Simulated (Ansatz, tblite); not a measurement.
# InH2(OMe) (CH5InO): spin states and exact exchange

Is the singlet the ground state of InH2(OMe) (CH5InO)? Other spin states are computed and compared level by level.

Method: as each input shows; program: Ansatz 0.2.0, Gaussian basis.

Levels to be run: triplet, at the geometry of the singlet (GFN1-xTB, GFN2-xTB, PBE0-D4/def2-TZVP, PBE-D4/def2-TZVP, r2SCAN-D4/def2-TZVP); the singlet's energies come from earlier runs.

4 further runs of the same task are left out: 4 set aside as unsound or not needed. Runs told in other sessions of the task aren't counted.

### 1 The structure

The geometry is that of the singlet, from an earlier relaxation (B3LYP-D4/def2-TZVP).

8 atoms, charge 0, spin multiplicity 1.

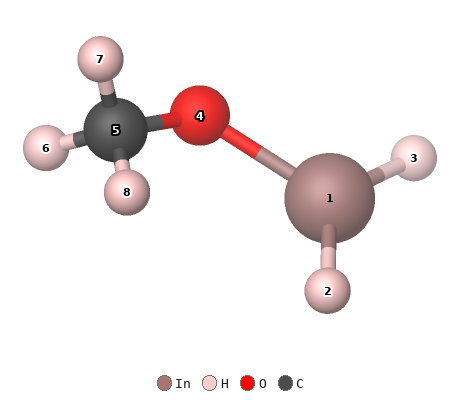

The geometry (indium brown, hydrogen pink, oxygen red, carbon dark grey); atoms are numbered from 1 in the order of the file.

In takes a core potential in the def2 sets. No spin-orbit coupling is included.

### 2 Triplet at the fixed geometry, GFN1-xTB

Tight binding, by tblite at 300 K electronic temperature and without a spin-polarisation term:

```python
tblite.interface.Calculator('GFN1-xTB', numbers, positions, charge=0, uhf=2).singlepoint()
```

Energy -293.2294 eV; 0.004 s.

### 3 Triplet at the fixed geometry, GFN2-xTB

Tight binding, by tblite at 300 K electronic temperature and without a spin-polarisation term:

```python
tblite.interface.Calculator('GFN2-xTB', numbers, positions, charge=0, uhf=2).singlepoint()
```

Energy -266.0803 eV; 0.003 s.

### 4 Triplet at the fixed geometry, PBE0-D4/def2-TZVP

The input, in.yaml:

```yaml
crystal:
  periodic: [false, false, false]
  atoms:
    - {symbol: In, position_ang: [0.615988, 1.448616, 0.718924]}
    - {symbol: H, position_ang: [2.156921, 0.693762, 0.807162]}
    - {symbol: H, position_ang: [-0.054918, 2.960305, 1.142604]}
    - {symbol: O, position_ang: [-0.768577, 0.252271, -0.092473]}
    - {symbol: C, position_ang: [-0.528011, -1.059514, -0.545080]}
    - {symbol: H, position_ang: [-0.768883, -1.141151, -1.611673]}
    - {symbol: H, position_ang: [-1.166309, -1.768624, -0.004660]}
    - {symbol: H, position_ang: [0.513810, -1.385685, -0.414803]}
basis:
  gaussian: {orbitals: def2-TZVP}
magnetization: {spin_polarized: true, initial_magnetization: 2}
hamiltonian: {xc: pbe0, dispersion: d4}
scf: {omitted_lower_state_checks: [starts]}
output: {orbitals: {seedname: orbitals}}
```

The run is started by

```sh
$ ansatz run in.yaml --threads 4 --pin off --events-out ev --progress --plain --max-ram 3916MiB
```

The program printed:

```text
Functional definition: PBE0
  name "PBE0"
  cite "Adamo & Barone, J. Chem. Phys. 110, 6158 (1999) doi:10.1063/1.478522"
  cite "Perdew, Burke & Ernzerhof, Phys. Rev. Lett. 77, 3865 (1996) doi:10.1103/PhysRevLett.77.3865"
  parent pbe
  parameter a = 0.25
  parameter kappa = 0.804
  parameter beta = 0.06672455060314922
  exchange = (1 - a)*pbe_x(kappa = kappa, mu = beta*pi^2/3) + a*exact_x
  correlation = pbe_c(beta = beta)
these checks for a lower state are left out or cut short: starts
1032 factors; their error is unknown
mean field evaluation 1: about -8318.8594 eV, gradient 5.0e1 eV
mean field evaluation 2: about -8164.8187 eV, gradient 1.5e2 eV
mean field evaluation 4: about -8328.7146 eV, gradient 2.4e1 eV
mean field evaluation 8: about -8330.9024 eV, gradient 9.0e-1 eV
mean field evaluation 16: about -8331.2128 eV, gradient 1.5e0 eV
mean field evaluation 32: about -8331.9887 eV, gradient 6.9e-4 eV
mean field -8331.98872194 eV, -306.1949379066 hartree, gradient 4.3e-6 eV, S^2 2.009917; 0 other end points of the search recorded, 0 dependent functions left out
reference -8331.98876862 eV, -306.1949396220 hartree; 21, 19 occupied and 121, 123 virtual orbitals, 1032 factors
Total energy: -8332.08797809 eV, -306.1985855028 hartree
Checks for a lower state left out: starts
```

Run time: 7.5 s. Hardware: 4 threads of Arm Neoverse V1, shared host.

From the report: HOMO -3.14 eV, LUMO -6.48 eV (over both spins; with the spin held, an empty level of the minority spin lies below the top filled one); ⟨S²⟩ 2.010 (pure: 2.00).

### 5 Triplet at the fixed geometry, PBE-D4/def2-TZVP

start.molden holds the orbitals of an earlier run on this state, given as this run's starting guess.

in.yaml, as its differences from that of step 4:

```diff
@@ -12,5 +12,5 @@
 basis:
-  gaussian: {orbitals: def2-TZVP}
+  gaussian: {orbitals: def2-TZVP, initial_orbitals: start.molden}
 magnetization: {spin_polarized: true, initial_magnetization: 2}
-hamiltonian: {xc: pbe0, dispersion: d4}
+hamiltonian: {xc: pbe, dispersion: d4}
 scf: {omitted_lower_state_checks: [starts]}
```

The command is unchanged.

The program printed:

```text
Functional definition: PBE
  name "PBE"
  cite "Perdew, Burke & Ernzerhof, Phys. Rev. Lett. 77, 3865 (1996) doi:10.1103/PhysRevLett.77.3865"
  parent pbe
  parameter kappa = 0.804
  parameter beta = 0.06672455060314922
  exchange = pbe_x(kappa = kappa, mu = beta*pi^2/3)
  correlation = pbe_c(beta = beta)
these checks for a lower state are left out or cut short: starts
939 factors; their error is unknown
mean field evaluation 1: about -8331.7042 eV, gradient 5.4e0 eV
mean field evaluation 2: about -8331.8515 eV, gradient 6.2e0 eV
mean field evaluation 4: about -8332.0353 eV, gradient 3.7e-1 eV
mean field evaluation 8: about -8332.0419 eV, gradient 6.1e-5 eV
mean field evaluation 16: about -8332.0419 eV, gradient 1.8e-5 eV
mean field -8332.04187377 eV, -306.1968912002 hartree, gradient 2.6e-6 eV, S^2 2.003365; 0 other end points of the search recorded, 0 dependent functions left out
reference -8332.04193641 eV, -306.1968935020 hartree; 21, 19 occupied and 121, 123 virtual orbitals, 939 factors
Total energy: -8332.15974843 eV, -306.2012230142 hartree
Checks for a lower state left out: starts
```

Run time: 2.6 s. Hardware: 4 threads of Arm Neoverse V1, shared host.

HOMO -2.59 eV, LUMO -7.23 eV (over both spins; with the spin held, an empty level of the minority spin lies below the top filled one); ⟨S²⟩ 2.003 (pure: 2.00).

### 6 Triplet at the fixed geometry, r2SCAN-D4/def2-TZVP

in.yaml, as its differences from that of step 5:

```diff
@@ -14,3 +14,3 @@
 magnetization: {spin_polarized: true, initial_magnetization: 2}
-hamiltonian: {xc: pbe, dispersion: d4}
+hamiltonian: {xc: r2scan, dispersion: d4}
 scf: {omitted_lower_state_checks: [starts]}
```

Launched as before.

The program printed (excerpt; [...] marks lines left out):

```text
Functional definition: r2SCAN
  name "r2SCAN"
  cite "Furness, Kaplan, Ning, Perdew & Sun, J. Phys. Chem. Lett. 11, 8208 (2020) doi:10.1021/acs.jpclett.0c02405"
  cite "Furness, Kaplan, Ning, Perdew & Sun, J. Phys. Chem. Lett. 11, 9248 (2020) doi:10.1021/acs.jpclett.0c03077"
  parent r2scan
[...]
939 factors; their error is unknown
[...]
mean field -8336.01829025 eV, -306.3430218105 hartree, gradient 2.4e-6 eV, S^2 2.010394; 0 other end points of the search recorded, 0 dependent functions left out
reference -8336.01831981 eV, -306.3430228970 hartree; 21, 19 occupied and 121, 123 virtual orbitals, 939 factors
Total energy: -8336.04607180 eV, -306.3440427638 hartree
Checks for a lower state left out: starts
```

Wall time 9.5 s (4 threads of Arm Neoverse V1, shared host).

From the report: HOMO -2.75 eV, LUMO -7.19 eV (over both spins; with the spin held, an empty level of the minority spin lies below the top filled one); ⟨S²⟩ 2.010 (pure: 2.00).

### 7 Triplet less singlet, vertical

The singlet's energies are those of its earlier runs, whose logs aren't repeated here.

| level | triplet less singlet, vertical (eV) | time |
| --- | --- | --- |
| GFN1-xTB | +6.830 | 0.008 s |
| GFN2-xTB | +4.218 | 0.006 s |
| PBE-D4/def2-TZVP | +4.264 | 3.7 s |
| r2SCAN-D4/def2-TZVP | +4.266 | 11 s |
| PBE0-D4/def2-TZVP | +4.445 | 8.8 s |

Times add the two runs; a level without a time comes out of a correlated run. Tight binding without a spin term can't rank spin states.

### 8 Summary of results

| quantity | value |
| --- | --- |
| triplet less singlet, vertical, functionals in def2-TZVP | +4.264 (PBE-D4) to +4.445 eV (PBE0-D4) |

**Reading.** All functionals put the triplet above the singlet, over a spread of 0.181 eV. The checks for a lower triplet were left out, so another state of that spin may lie lower. These are electronic energies, without zero-point motion, entropy or surroundings.
